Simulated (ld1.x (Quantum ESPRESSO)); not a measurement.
# A PAW potential for fluorine, from input to tests

Task: generate the file, and judge it by its errors in other configurations, its logarithmic derivatives, its ghosts and its cutoff.

The numbers are computed with ld1.x (Quantum ESPRESSO) 7.5 (LDA (PZ), scalar-relativistic, spin-unpolarised reference atom).

### Step 1. Settings

Typed settings, in words:

- element: fluorine (F, Z = 9)
- type: PAW
- frozen core: [He]
- valence charge: 7
- reference configuration: 2s2 2p5
- partial waves: 2s (bound): rcut 0.60, rcutus 0.65 bohr; 2s channel at -0.85 Ry: rcut 0.60, rcutus 0.65 bohr; 2p (bound): rcut 1.10, rcutus 1.35 bohr; 2p channel at -0.2 Ry: rcut 1.10, rcutus 1.35 bohr
- local potential: all-electron potential smoothed inside 1.15 bohr (lloc = -2)
- core correction: Bessel-smoothed model core inside 0.40 bohr
- augmentation charge: BESSEL, radius 0.45 bohr

The nodes and maxima of the atom's own shells, from an earlier all-electron run, set the scale for the radii.

All-electron outer shells of the reference configuration (LDA (PZ), scalar-relativistic, ld1.x):

```csv
shell,level (eV),outermost node (bohr),outermost maximum (bohr)
1s,-658.96,–,0.12
2s,-29.65,0.24,0.77
2p,-11.29,–,0.71
```

### Step 2. Generation

File F.in:

```
 &input
   title='F', zed=9., rel=1, dft='PZ', iswitch=3,
   config='[He] 2s2 2p5',
   nld=2, rlderiv=1.50, eminld=-4.0, emaxld=5.0, deld=0.02
 /
 &inputp
   pseudotype=3, lpaw=.true., tm=.true., lloc=-2, rcloc=1.15,
   nlcc=.true., new_core_ps=.true., rcore=0.40,
   which_augfun='BESSEL', rmatch_augfun=0.45,
   file_pseudopw='F.UPF', file_wfcaegen='ae.wfc', file_wfcncgen='nc.wfc', file_beta='beta', file_chi='chi', file_wfcusgen='us.wfc'
 /
4
2S  1  0   2.00   0.00  0.60  0.65  0.0
2S  1  0   0.00  -0.85  0.60  0.65  0.0
2P  2  1   5.00   0.00  1.10  1.35  0.0
2P  2  1   0.00  -0.20  1.10  1.35  0.0
 &test
   configts(1)='2s2 2p5'
 /
```

Started as:

```console
$ ld1.x < F.in > F.out
```

Output in F.out (without the banner and most projector matrices):

```text
     Program LD1 v.7.5
     --------------------------- All-electron run ----------------------------

     F
     scalar relativistic calculation

     atomic number is  9.00
     dft =PZ   lsd =0 sic =0 latt =0  beta=0.20 tr2=1.0E-14
     Exchange-correlation= PZ
                           (   1   1   0   0   0   0   0)
     mesh =1105 r(mesh) =  99.76081 a.u. xmin = -7.00 dx = 0.01250
     1 Ry =  13.60569312 eV, c = 137.03599908

     n l     nl                  e(Ry)          e(Ha)          e(eV)
     1 0     1S 1( 2.00)       -48.4330       -24.2165      -658.9649
     2 0     2S 1( 2.00)        -2.1790        -1.0895       -29.6468
     2 1     2P 1( 5.00)        -0.8301        -0.4151       -11.2946

     final scf error:  9.5E-15 reached in  41 iterations

     Etot =    -198.373517 Ry,     -99.186759 Ha,   -2699.009202 eV

     Ekin =     197.868509 Ry,      98.934254 Ha,    2692.138208 eV
     Encl =    -476.124195 Ry,    -238.062097 Ha,   -6477.999679 eV
     Eh   =      99.134699 Ry,      49.567349 Ha,    1348.796291 eV
     Exc  =     -19.252531 Ry,      -9.626265 Ha,    -261.944023 eV

     normalization and overlap integrals

     s(1S/1S) =  1.000000  <r> =   0.1772  <r2> =    0.0424  r(max) =   0.1154
     s(2S/2S) =  1.000000  <r> =   1.0100  <r2> =    1.2458  r(max) =   0.7713
     s(2P/2P) =  1.000000  <r> =   1.1046  <r2> =    1.6359  r(max) =   0.7066

     ------------------------ End of All-electron run ------------------------

     --------------------- Generating PAW atomic setup --------------------

      Generating local potential from pseudized AE potential:
      Matching radius rcloc =   1.1500
      Enforcing V''(0)=0 (lloc=-2)

      Local pseudo, rcloc= 1.136 Estimated cut-off energy=    24.33 Ry

      Computing core charge for nlcc:

       r > 0.40 : true rho core
      Core charge pseudized with two Bessel functions
      Integrated core pseudo-charge :   0.86
      Wfc-us  2S rcutus= 0.656  Estimated cut-off energy=    99.65 Ry
      Wfc-us  2S rcutus= 0.656  Estimated cut-off energy=   101.57 Ry
      Wfc-us  2P rcutus= 1.354  Estimated cut-off energy=    43.01 Ry
      Wfc-us  2P rcutus= 1.354  Estimated cut-off energy=    47.08 Ry

     Required augmentation: BESSEL   radius:    0.450000
     Suggested rho cutoff for augmentation: 268.39 Ry

     Estimated PAW energy =  -57.922377 Ryd

     The PAW screened D coefficients
    -0.26929    -0.24059     0.00000     0.00000
    -0.24059    -0.21097     0.00000     0.00000
     0.00000     0.00000    -1.58886    -0.95546
     0.00000     0.00000    -0.95546    -0.57087

     The PAW descreened D coefficients (US)
    -0.05114    -0.01943     0.00000     0.00000
    -0.01943     0.01312     0.00000     0.00000
     0.00000     0.00000     0.75528     0.54937
     0.00000     0.00000     0.54937     0.39455

     ------------------- End of pseudopotential generation -------------------

     [... the all-electron block is printed once more ...]


     Computing logarithmic derivative in   1.50538
     Computing logarithmic derivative in   1.50538
     Computing the partial wave expansion
     R is outside the sphere for l=    0 j= 0.00
     R is outside the sphere for l=    0 j= 0.00
     R is outside the sphere for l=    1 j= 0.00
     R is outside the sphere for l=    1 j= 0.00

     ---------------------- Testing the pseudopotential ----------------------

     F
     scalar relativistic calculation

     atomic number is  9.00   valence charge is  7.00
     dft = SLA  PZ   NOGX NOGC   lsd =0 sic =0 latt =0  beta=0.20 tr2=1.0E-14
     mesh =1105 r(mesh) =  99.76081 xmin = -7.00 dx = 0.01250

     n l     nl             e AE (Ry)        e PS (Ry)    De AE-PS (Ry)
     1 0     2S   1( 2.00)       -2.17900       -2.17901        0.00002
     2 1     2P   1( 5.00)       -0.83014       -0.83014        0.00001

     eps = 5.7E-16  iter =  4

     Etot =    -198.373517 Ry,     -99.186759 Ha,   -2699.009202 eV
     Etotps =   -57.922398 Ry,     -28.961199 Ha,    -788.074375 eV

     Ekin =      50.422506 Ry,      25.211253 Ha,     686.033141 eV
     Encl =    -131.473058 Ry,     -65.736529 Ha,   -1788.782084 eV
     Ehrt =      42.380674 Ry,      21.190337 Ha,     576.618451 eV
     Ecxc =     -19.252520 Ry,      -9.626260 Ha,    -261.943882 eV
     (Ecc =      -2.161258 Ry,      -1.080629 Ha,     -29.405417 eV)

     ---------------------- End of pseudopotential test ----------------------
```

Wall time 1.1 s (1 thread, shared host). (Generation and the later configuration tests together.)

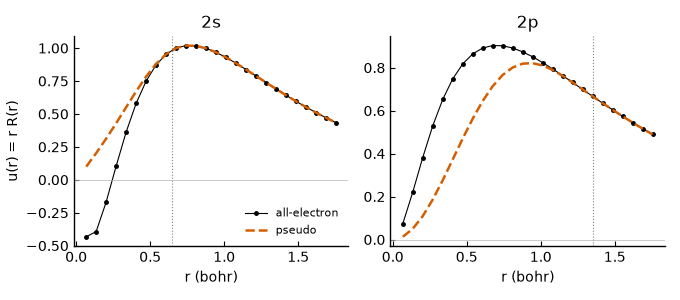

Bound waves of the atom and their pseudo partners (2s, 2p), with the matching radii dotted. The curves join 26 sampled radii.

### Step 3. Configuration tests

File F.test.in:

```
 &input
   title='F', zed=9., rel=1, dft='PZ', iswitch=2,
   config='[He] 2s2 2p5'
 /
 &test
   file_pseudo='F.UPF', nconf=10,
   configts(1)='2s2 2p5',
   configts(2)='2s2 2p4',
   configts(3)='2s2 2p3',
   configts(4)='2s2 2p2',
   configts(5)='2s2 2p5.3',
   configts(6)='2s2 2p1',
   configts(7)='2s1 2p5',
   configts(8)='2s2 2p4.5',
   configts(9)='2s2 2p5', lsdts(9)=1,
   configts(10)='2s2 2p4', lsdts(10)=1
 /
```

Started as:

```console
$ ld1.x < F.test.in > F.test.out
```

F.test.out, the pseudopotential blocks:

```text
     ---------------------- Testing the pseudopotential ----------------------

     F
     scalar relativistic calculation

     atomic number is  9.00   valence charge is  7.00
     dft =SLA  PZ   NOGX NOGC   lsd =0 sic =0 latt =0  beta=0.20 tr2=1.0E-14
     mesh =1105 r(mesh) =  99.76081 xmin = -7.00 dx = 0.01250

     n l     nl             e AE (Ry)        e PS (Ry)    De AE-PS (Ry)
     1 0     2S   1( 2.00)       -2.17900       -2.17901        0.00002
     2 1     2P   1( 5.00)       -0.83014       -0.83014        0.00001

     eps = 5.8E-16  iter =  4

     Etot =    -198.373517 Ry,     -99.186759 Ha,   -2699.009202 eV
     Etotps =   -57.922398 Ry,     -28.961199 Ha,    -788.074375 eV

     Ekin =      50.422506 Ry,      25.211253 Ha,     686.033141 eV
     Encl =    -131.473058 Ry,     -65.736529 Ha,   -1788.782084 eV
     Ehrt =      42.380674 Ry,      21.190337 Ha,     576.618451 eV
     Ecxc =     -19.252520 Ry,      -9.626260 Ha,    -261.943882 eV
     (Ecc =      -2.161258 Ry,      -1.080629 Ha,     -29.405417 eV)

     ---------------------- End of pseudopotential test ----------------------

     ---------------------- Testing the pseudopotential ----------------------

     F
     [...]
     n l     nl             e AE (Ry)        e PS (Ry)    De AE-PS (Ry)
     1 0     2S   1( 2.00)       -3.45966       -3.45981        0.00015
     2 1     2P   1( 4.00)       -2.09141       -2.09176        0.00036

     eps = 1.7E-15  iter =  7

     Etot =    -196.936241 Ry,     -98.468121 Ha,   -2679.454061 eV
     Etotps =   -56.484912 Ry,     -28.242456 Ha,    -768.516373 eV
     dEtot_ae =       1.437276 Ry
     dEtot_ps =       1.437487 Ry,   Delta E=      -0.000210 Ry

     [...]
     ---------------------- End of pseudopotential test ----------------------

     ---------------------- Testing the pseudopotential ----------------------

     F
     [...]
     n l     nl             e AE (Ry)        e PS (Ry)    De AE-PS (Ry)
     1 0     2S   1( 2.00)       -4.96896       -4.96999        0.00102
     2 1     2P   1( 3.00)       -3.60977       -3.61115        0.00138

     eps = 6.9E-15  iter =  9

     Etot =    -194.105637 Ry,     -97.052818 Ha,   -2640.941730 eV
     Etotps =   -53.653381 Ry,     -26.826690 Ha,    -729.991435 eV
     dEtot_ae =       4.267880 Ry
     dEtot_ps =       4.269017 Ry,   Delta E=      -0.001137 Ry

     [...]
     ---------------------- End of pseudopotential test ----------------------

     ---------------------- Testing the pseudopotential ----------------------

     F
     [...]
     n l     nl             e AE (Ry)        e PS (Ry)    De AE-PS (Ry)
     1 0     2S   1( 2.00)       -6.67045       -6.67347        0.00302
     2 1     2P   1( 2.00)       -5.35372       -5.35616        0.00244

     eps = 2.7E-16  iter =  9

     Etot =    -189.641922 Ry,     -94.820961 Ha,   -2580.209791 eV
     Etotps =   -49.187536 Ry,     -24.593768 Ha,    -669.230522 eV
     dEtot_ae =       8.731596 Ry
     dEtot_ps =       8.734862 Ry,   Delta E=      -0.003266 Ry

     [...]
     ---------------------- End of pseudopotential test ----------------------

     ---------------------- Testing the pseudopotential ----------------------

     F
     [...]
     n l     nl             e AE (Ry)        e PS (Ry)    De AE-PS (Ry)
     1 0     2S   1( 2.00)       -1.84968       -1.84972        0.00004
     2 1     2P   1( 5.30)       -0.51076       -0.51075       -0.00001

     eps = 3.4E-17  iter =  9

     Etot =    -198.573859 Ry,     -99.286929 Ha,   -2701.734987 eV
     Etotps =   -58.122754 Ry,     -29.061377 Ha,    -790.800352 eV
     dEtot_ae =      -0.200341 Ry
     dEtot_ps =      -0.200356 Ry,   Delta E=       0.000014 Ry

     [...]
     ---------------------- End of pseudopotential test ----------------------

     ---------------------- Testing the pseudopotential ----------------------

     F
     [...]
     n l     nl             e AE (Ry)        e PS (Ry)    De AE-PS (Ry)
     1 0     2S   1( 2.00)       -8.53979       -8.54570        0.00590  !
     2 1     2P   1( 1.00)       -7.30089       -7.30196        0.00106

     eps = 4.8E-17  iter = 11

     Etot =    -183.330830 Ry,     -91.665415 Ha,   -2494.343010 eV
     Etotps =   -42.874128 Ry,     -21.437064 Ha,    -583.332230 eV
     dEtot_ae =      15.042688 Ry
     dEtot_ps =      15.048270 Ry,   Delta E=      -0.005582 Ry

     [...]
     ---------------------- End of pseudopotential test ----------------------

     ---------------------- Testing the pseudopotential ----------------------

     F
     [...]
     n l     nl             e AE (Ry)        e PS (Ry)    De AE-PS (Ry)
     1 0     2S   1( 1.00)       -3.47262       -3.47147       -0.00115
     2 1     2P   1( 5.00)       -2.09859       -2.09829       -0.00030

     eps = 5.4E-15  iter = 12

     Etot =    -195.565088 Ry,     -97.782544 Ha,   -2660.798571 eV
     Etotps =   -55.114400 Ry,     -27.557200 Ha,    -749.869616 eV
     dEtot_ae =       2.808430 Ry
     dEtot_ps =       2.807998 Ry,   Delta E=       0.000432 Ry

     [...]
     ---------------------- End of pseudopotential test ----------------------

     ---------------------- Testing the pseudopotential ----------------------

     F
     [...]
     n l     nl             e AE (Ry)        e PS (Ry)    De AE-PS (Ry)
     1 0     2S   1( 2.00)       -2.78735       -2.78737        0.00002
     2 1     2P   1( 4.50)       -1.42572       -1.42583        0.00011

     eps = 4.5E-16  iter =  8

     Etot =    -197.812697 Ry,     -98.906349 Ha,   -2691.378856 eV
     Etotps =   -57.361520 Ry,     -28.680760 Ha,    -780.443239 eV
     dEtot_ae =       0.560820 Ry
     dEtot_ps =       0.560878 Ry,   Delta E=      -0.000058 Ry

     [...]
     ---------------------- End of pseudopotential test ----------------------

     ---------------------- Testing the pseudopotential ----------------------

     F
     [...]
     n l     nl             e AE (Ry)        e PS (Ry)    De AE-PS (Ry)
     1 0     2S   1( 1.00)       -2.23112       -2.23108       -0.00004
     2 1     2P   1( 3.00)       -0.88094       -0.88093       -0.00002
     1 0     2S   2( 1.00)       -2.11613       -2.11621        0.00007
     2 1     2P   2( 2.00)       -0.76941       -0.76942        0.00001

     eps = 5.9E-15  iter =  7

     Etot =    -198.401386 Ry,     -99.200693 Ha,   -2699.388377 eV
     Etotps =   -57.950259 Ry,     -28.975130 Ha,    -788.453446 eV
     dEtot_ae =      -0.027869 Ry
     dEtot_ps =      -0.027861 Ry,   Delta E=      -0.000008 Ry

     [...]
     ---------------------- End of pseudopotential test ----------------------

     ---------------------- Testing the pseudopotential ----------------------

     F
     [...]
     n l     nl             e AE (Ry)        e PS (Ry)    De AE-PS (Ry)
     1 0     2S   1( 1.00)       -3.56643       -3.56629       -0.00013
     2 1     2P   1( 3.00)       -2.20098       -2.20125        0.00027
     1 0     2S   2( 1.00)       -3.30103       -3.30130        0.00027
     2 1     2P   2( 1.00)       -1.92997       -1.93018        0.00021

     eps = 2.6E-15  iter = 12

     Etot =    -197.070933 Ry,     -98.535467 Ha,   -2681.286638 eV
     Etotps =   -56.619646 Ry,     -28.309823 Ha,    -770.349531 eV
     dEtot_ae =       1.302584 Ry
     dEtot_ps =       1.302752 Ry,   Delta E=      -0.000168 Ry

     [...]
     ---------------------- End of pseudopotential test ----------------------
```

Energies count from the reference configuration 2s2 2p5; the error is all-electron less pseudo. Spin-polarised rows fill open shells by Hund's rule and count from the unpolarised reference.

| valence configuration | charge | ΔE all-electron (eV) | error AE − PS (meV) |
| --- | --- | --- | --- |
| 2s2 2p4 | +1 | 19.555 | -2.9 |
| 2s2 2p3 | +2 | 58.067 | -15 |
| 2s2 2p2 | +3 | 118.799 | -44 |
| 2s2 2p5.3 | -0.3 | -2.726 | +0.2 |
| 2s2 2p1 | +4 | 204.666 | -76 |
| 2s1 2p5 | +1 | 38.211 | +5.9 |
| 2s2 2p4.5 | +0.5 | 7.630 | -0.8 |
| 2s2 2p5 (spin-polarised) | 0 | -0.379 | -0.1 |
| 2s2 2p4 (spin-polarised) | +1 | 17.723 | -2.3 |

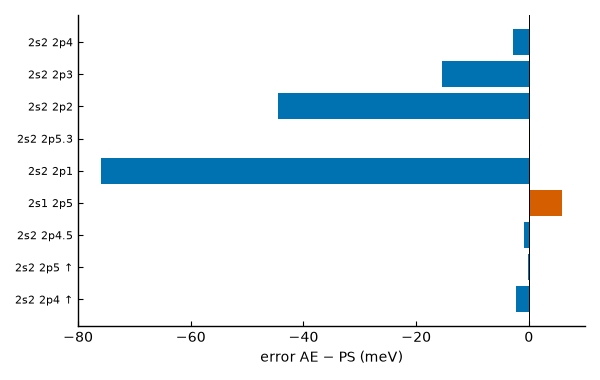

Error of the potential in each test configuration; ↑ marks spin-polarised tests.

### Step 4. Scattering by logarithmic derivatives

Taken from the files of the generation run. The phase is arctan(r·u′/u) with u = r·R, unwrapped, with energies in Ry. A pole is an energy at which the radial function vanishes at the test radius. The pseudo phase is shifted by a multiple of π to meet the all-electron one at the reference energy. Levels narrower than the energy grid can be missing from the poles. The last column is the largest difference on the grid between −1 and +1 Ry.

```tsv
channel	radius (bohr)	reference (Ry)	poles AE	poles PS	window around the reference with phases within 0.05 rad (Ry)	largest difference near zero (rad)
s	1.50	-2.18	-0.82	-0.82	the whole range	0.000
p	1.50	-0.83	0.45	0.45	the whole range	0.000
```

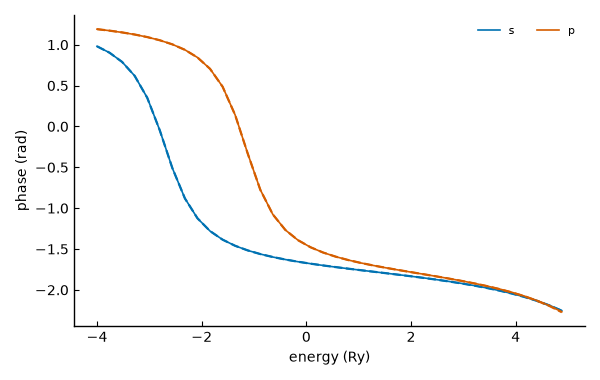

All-electron (solid) and pseudo (dashed) phases against energy.

### Step 5. Cutoff and ghost test in a Bessel basis

This step uses the generator's waves and projectors in a separate script. Basis: spherical Bessel functions vanishing at 20 bohr, q² up to the cutoff; potential fixed at the reference.

All-electron valence levels (Ry): 2s -2.1790, 2p -0.8301. The lowest levels of each channel (Ry) by cutoff; the last column sums, over occupied levels, occupation times the distance from the level at 400 Ry. A positive value at high cutoff is not a bound level.

```
cutoff (Ry)     s #1     p #1    d #1    f #1  Σ f·Δε (mRy)
          8  -1.9735  -0.0722  0.0806  0.1210        4200.6
         18  -2.0959  -0.5459  0.0806  0.1210        1587.6
         35  -2.1163  -0.8260  0.0806  0.1210         146.1
         55  -2.1595  -0.8298  0.0806  0.1210          41.1
         80  -2.1761  -0.8301  0.0806  0.1210           6.1
         90  -2.1780  -0.8301  0.0806  0.1210           2.3
        110  -2.1786  -0.8301  0.0806  0.1210           1.0
        140  -2.1787  -0.8301  0.0806  0.1210           0.8
        400  -2.1790  -0.8302  0.0806  0.1210           0.0
```

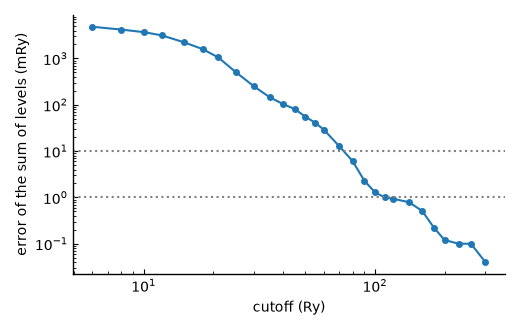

Occupation-weighted error of the valence levels against the cutoff; the dotted lines mark 10 and 1 mRy.

The sum stays within 10 mRy from 80 Ry and within 1 mRy from 110 Ry. The sum leaves out empty levels, which can need more. Ghost test: no level below the all-electron spectrum of its channel (s, p, d, f tested).

### Step 6. Outcome

| quantity | value |
| --- | --- |
| cutoffs for 10 and 1 mRy, occupied levels | 80 Ry and 110 Ry |
| bound ghosts | none found |
| largest test error (AE − PS), unpolarised tests | -76 meV, for 2s2 2p1 |
| largest phase difference near zero energy, channels read | 0.000 rad |
| lowest eigenvalue of the overlap (Bessel basis) | 0.318 (s) |

The worst unpolarised test, 2s2 2p1, is off by 76 meV on 204.7 eV; by total energies transferability rates as fair. That test lies far up in energy; among those under 40 eV, nearer to bonding, the largest error is 5.9 meV. It counts as hard, with 80 Ry needed at the looser tolerance. The slowest occupied level is 2s: taken alone it needs 100 Ry to come within 1 mRy, against 45 Ry for 2p. It is free of bound ghosts as far as tested. Near zero energy the phases of the channels with partial waves agree within 0.001 rad. All of this concerns the isolated atom, not yet a solid.
